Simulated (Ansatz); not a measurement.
# CH5BrOSi: ladder of methods at one geometry from a Python script

How do the methods compare on CH5BrOSi, in result and in cost? A script is to give a ladder of methods at one geometry; the system is CH5BrOSi. SMILES: C[SiH](O)Br.

All numbers are computed with the Python package of Ansatz 0.2.0. The levels of theory stand in the script.

## (1) Starting point

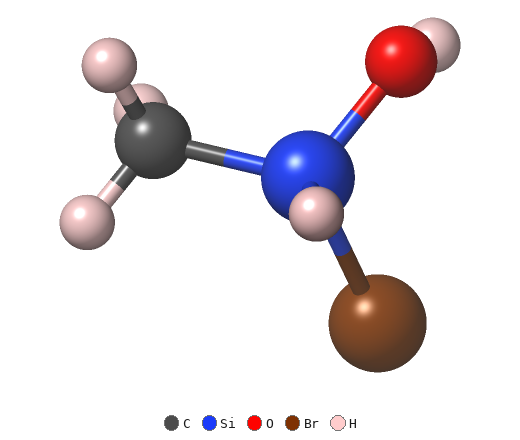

The starting structure, viewed from a chosen angle; carbon dark grey, silicon blue, oxygen red, bromine brown, hydrogen pink.

No structure file is read: the coordinates are typed or built in the script.

## (2) The code

Input file ch5brosi.py:

```python
"""One geometry of CH5BrOSi, method by method."""

from pathlib import Path
import logging
import sys

import ansatz
import numpy as np

logging.basicConfig(stream=sys.stdout, format="[%(levelname)s] %(message)s")
log = logging.getLogger("run")
log.setLevel(logging.INFO)


def main() -> None:
    ch5brosi = (
        ansatz.Crystal.molecule()
        .atom("C", (-0.5037, 0.9701, -0.3377))
        .atom("Si", (-0.0866, -0.6399, 0.3236))
        .atom("O", (1.3682, -0.6386, 1.0545))
        .atom("Br", (0.1357, -2.0578, -1.3615))
        .atom("H", (-1.5196, 0.9713, -0.8738))
        .atom("H", (-0.6258, 1.7747, 0.4487))
        .atom("H", (0.214, 1.3797, -1.0667))
        .atom("H", (-1.0633, -1.1028, 1.2772))
        .atom("H", (2.1696, -0.7031, 0.5187))
    )

    model = ch5brosi.calculation().basis(gaussian="def2-SVP")

    log.info("functional    E (Ha)        dipole (D)   HOMO (eV)  LUMO (eV)")
    for name in ["lda", "b3lyp", "lc_wpbe", "r2scan"]:
        report = model.functional(name).forces().orbitals().run(runs_dir="runs").report
        lines = Path(report["orbitals_path"]).read_text().splitlines()
        field_of = lambda key: [line.split("=")[1].strip() for line in lines if line.startswith(key)]
        orbitals = [(27.211386 * float(e), s, float(n)) for e, s, n in zip(field_of("Ene="), field_of("Spin="), field_of("Occup="))]
        homo = max(e for e, _, n in orbitals if n > 0.5)
        lumo = min(e for e, _, n in orbitals if n < 0.5)
        dipole = 4.803205 * np.linalg.norm(report["charge_distribution"]["dipole_moment_e_ang"])
        log.info(f"{name:10s} {report['free_energy_ev'] / 27.211386246:14.6f} {dipole:9.3f} {homo:11.3f} {lumo:10.3f}")


if __name__ == "__main__":
    main()
```

## (3) What the engine is handed

The package turns the script's settings into the engine's input (first run):

```yaml
crystal:
  periodic: [false, false, false]
  atoms:
    - { symbol: C, position_ang: [-0.5037, 0.9701, -0.3377] }
    - { symbol: Si, position_ang: [-0.0866, -0.6399, 0.3236] }
    - { symbol: O, position_ang: [1.3682, -0.6386, 1.0545] }
    - { symbol: Br, position_ang: [0.1357, -2.0578, -1.3615] }
    - { symbol: H, position_ang: [-1.5196, 0.9713, -0.8738] }
    - { symbol: H, position_ang: [-0.6258, 1.7747, 0.4487] }
    - { symbol: H, position_ang: [0.214, 1.3797, -1.0667] }
    - { symbol: H, position_ang: [-1.0633, -1.1028, 1.2772] }
    - { symbol: H, position_ang: [2.1696, -0.7031, 0.5187] }
basis:
  gaussian:
    orbitals: def2-SVP
hamiltonian:
  xc: lda
output:
  orbitals: {}
  forces: true
```

## (4) Launch

Command:

```sh
> python ch5brosi.py
```

The program printed:

```text
[INFO] functional    E (Ha)        dipole (D)   HOMO (eV)  LUMO (eV)
[INFO] lda          -2973.931797     1.782      -6.911     -0.194
[INFO] b3lyp        -2979.636737     1.691      -7.862      0.716
[INFO] lc_wpbe      -2979.080898     1.814     -10.940      3.237
[INFO] r2scan       -2979.495241     1.786      -7.233      0.362
```

It took 14 s on 1 thread of Intel Xeon 6975P-C (Granite Rapids), shared host; peak memory 0.29 GiB.

## (5) What changed from run to run

The engine's inputs for the other runs:

Run 2, against run 1:

```diff
@@ -17 +17 @@
-  xc: lda
+  xc: b3lyp
```

Run 3, against run 1:

```diff
@@ -17 +17 @@
-  xc: lda
+  xc: lc_wpbe
```

Run 4, against run 1:

```diff
@@ -17 +17 @@
-  xc: lda
+  xc: r2scan
```

Lines on the test bed's own set-up are left out of the output.

## (6) Run by run

One row for each of the 4 runs:

| run | functional | energy (eV) | SCF cycles | CPU time (s) |
| --- | --- | --- | --- | --- |
| 1 | lda | -80924.8068 | 18 | 1.7 |
| 2 | b3lyp | -81080.0461 | 17 | 4.6 |
| 3 | lc_wpbe | -81064.9210 | 16 | 2.8 |
| 4 | r2scan | -81076.1958 | 16 | 3.9 |

Totals hang on method, basis and potentials, so only like runs compare.

The fields below are those of run 1.

## (7) Pictures from the orbitals

The fields below are evaluated on a grid from the run's orbitals.

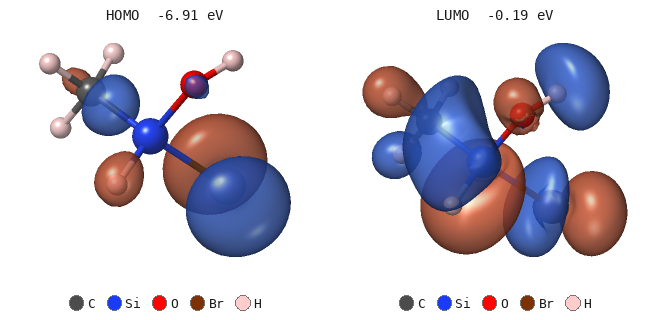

LDA/def2-SVP orbitals near the gap, drawn at the value that encloses 70 % of each; the two colours are the two signs.

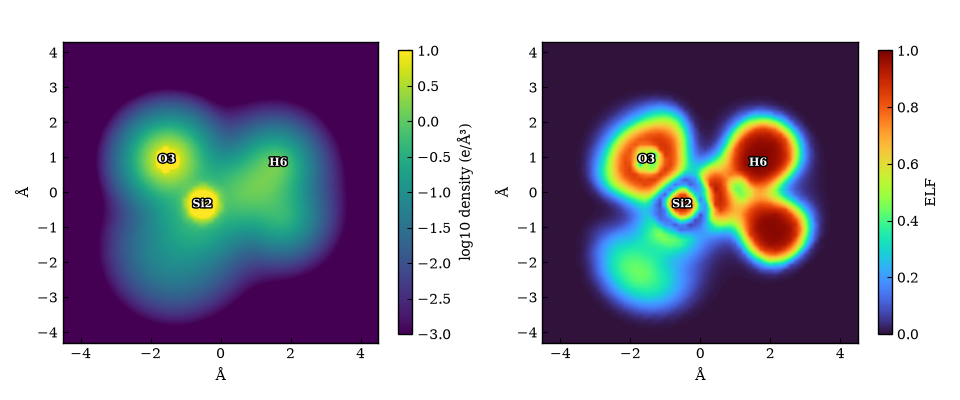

Density (left) and ELF (right) in a plane through or near 3 of the atoms.

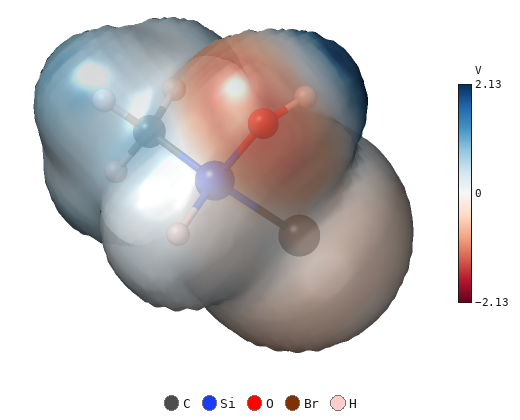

The potential that a unit positive charge feels on the 0.002 e/bohr³ surface, from the 1st to the 99th percentile, from -1.14 V near O3 to 2.13 V near H9.

## (8) Outcome

```
                                      quantity    value
                                 runs compared        4
HOMO-LUMO gap of the mean field (LDA/def2-SVP)  6.72 eV
```

**Reading.** All 4 runs converged (16 to 18 cycles). The geometry is a force-field or estimated start, not a minimum of this method, and the basis set is short of its limit. A lower total doesn't mark the better method: functionals have no common bound, and MP2 and coupled cluster aren't variational. b3lyp holds the VWN-RPA fit, as in Gaussian; the form of ORCA and Turbomole is b3lyp5. Levels such as HOMO and LUMO are orbital energies: with these approximate functionals they aren't the ionisation energy and electron affinity, and their gap isn't the fundamental gap.
